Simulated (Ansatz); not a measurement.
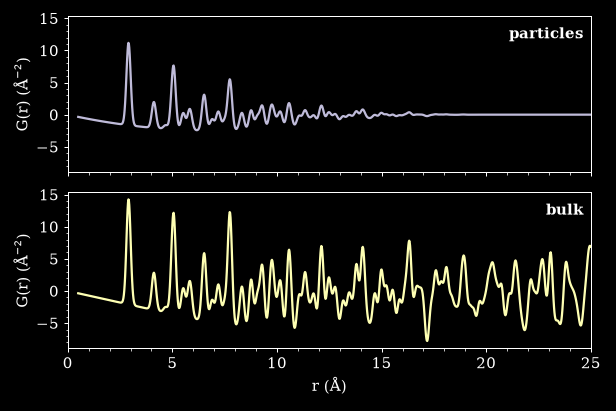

The curve is a calculated X-ray PDF: distances of the static structure, each pair weighted by the product of the atomic numbers (X-ray weights at Q = 0), broadened by Gaussians with σ = 0.10 Å, for spherical particles of Ti with the bulk structure: the bulk G(r) is multiplied by the envelope of a sphere of diameter D, 1 − 3r/2D + r³/2D³, with no surface relaxation. The number density is 0.0574 atoms per Å³. Structure used: the end point of a relaxation with DFT, r2SCAN, plane waves (500 eV) with PAW, scalar-relativistic (Ansatz 0.2.0); the starting structure was generated, so it need not be a known form of this composition.

How large are the particles?

About 20 Å (2.0 nm): the signal is half of the bulk amplitude at r ≈ 6.9 Å and vanishes at r = D, fading from view somewhat earlier.

Roughly how many atoms does one particle hold?

About 240 (number density 0.0574 Å⁻³ times πD³/6).
